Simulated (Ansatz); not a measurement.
# CH4Sn + HCl: a complex and its separated parts

The complex below is one end of an elementary step. How strongly is it bound against its free parts?

Method: PBE0-D4/def2-TZVP structures, single points in def2-TZVPP, no counterpoise correction; program: Ansatz 0.2.0, Gaussian basis.

Levels: SPW92, PBE-D4, BLYP-D4, r2SCAN-D4, B97M-V, PBE0-D4, B3LYP-D4, r2SCAN0-D4, BHLYP-D4, CAM-B3LYP-D4, wB97X-V, wB97M-V, B2PLYP, PBE-QIDH, RPA on PBE, Hartree-Fock, MP2, CCSD, CCSD(T).

Cores are frozen in the correlated methods. Filled d shells of the heavier atoms are correlated. Core potentials replace the inner electrons past krypton, and spin-orbit coupling is left out. B3LYP uses VWN-RPA correlation. B2PLYP carries no dispersion term here.

50 further runs of the same task are left out: 50 set aside as unsound or not needed.

## 1. Where the work starts

The complex: 8 atoms, charge 0, spin multiplicity 1.

Atoms are counted from 1 here; the program's logs count them from 0.

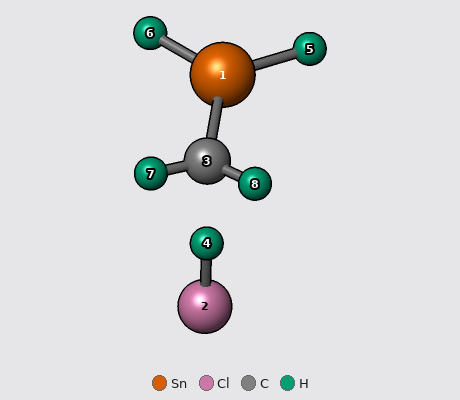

Start geometry, drawn with tin orange, chlorine pink, carbon grey, hydrogen teal; atoms are numbered from 1 in the order of the file.

As a file:

```xyz
8
charge 0, multiplicity 1
Sn    0.55042   -0.09220    1.29890
Cl   -2.42149    0.40436   -1.57576
C     0.67892   -0.11254   -0.65826
H    -1.20110    0.19980   -1.09211
H     0.54174    1.34215    2.20145
H     0.08344   -1.44930    2.20018
H     0.73429   -1.05646   -1.18748
H     1.03378    0.76428   -1.18681
```

Its parts: CH4Sn holds atoms 1, 3, 5, 6, 7, 8; HCl holds atoms 2, 4. Each part counts its atoms afresh in its own runs.

## 2. Relaxing CH4Sn alone

relax-a/in.yaml

```yaml
crystal:
  periodic: [false, false, false]
  atoms:
    - {symbol: Sn, position_ang: [0.550418, -0.092196, 1.298899]}
    - {symbol: C, position_ang: [0.678916, -0.112542, -0.658264]}
    - {symbol: H, position_ang: [0.541740, 1.342150, 2.201451]}
    - {symbol: H, position_ang: [0.083443, -1.449296, 2.200175]}
    - {symbol: H, position_ang: [0.734289, -1.056456, -1.187485]}
    - {symbol: H, position_ang: [1.033779, 0.764282, -1.186811]}
basis:
  gaussian: {orbitals: def2-TZVP}
hamiltonian: {xc: pbe0, dispersion: d4}
relax: {f_tol: 0.005, max_steps: 200}
```

The run is started by

```bash
ansatz run in.yaml --threads 4 --pin off --events-out ev --progress --plain --max-ram 9574MiB
```

Further steps of the session: Relaxing HCl alone; SPW92/def2-TZVPP; PBE-D4/def2-TZVPP; BLYP-D4/def2-TZVPP; r2SCAN-D4/def2-TZVPP; B97M-V/def2-TZVPP; PBE0-D4/def2-TZVPP; B3LYP-D4/def2-TZVPP; r2SCAN0-D4/def2-TZVPP; BHLYP-D4/def2-TZVPP; CAM-B3LYP-D4/def2-TZVPP; wB97X-V/def2-TZVPP; wB97M-V/def2-TZVPP; B2PLYP/def2-TZVPP; PBE-QIDH/def2-TZVPP; RPA on PBE/def2-TZVPP; CCSD(T)/def2-TZVPP; Vibrations of CH4Sn; Vibrations of HCl.

Q: Predict the outcome of this session. Wanted: complex less parts, CCSD(T)/def2-TZVPP; with zero-point energy; largest T1 diagnostic.

**Answer**, as computed:

| quantity | value |
| --- | --- |
| complex less parts, CCSD(T)/def2-TZVPP | -0.144 eV |
| with zero-point energy | -0.087 eV |
| largest T1 diagnostic | 0.016 |

What this shows: At CCSD(T) the complex lies 0.144 eV below its parts. Among the functionals B2PLYP lands nearest to CCSD(T) (-0.031 eV) and SPW92 farthest (-0.305 eV). Mean unsigned error by rung: LDA 0.305, GGA 0.174, meta-GGA 0.112, hybrid 0.116, range-separated hybrid 0.070, double hybrid 0.051 eV. PBE-D4 gives a relative energy 0.195 eV too low, outside chemical accuracy (1 kcal/mol, 0.043 eV). No counterpoise was applied, and triple zeta lacks some correlation, so the CCSD(T) reference has a basis error of its own, and close matches with it are partly luck. The restricted Hartree–Fock reference is unstable towards an unrestricted one at one or more of these structures.
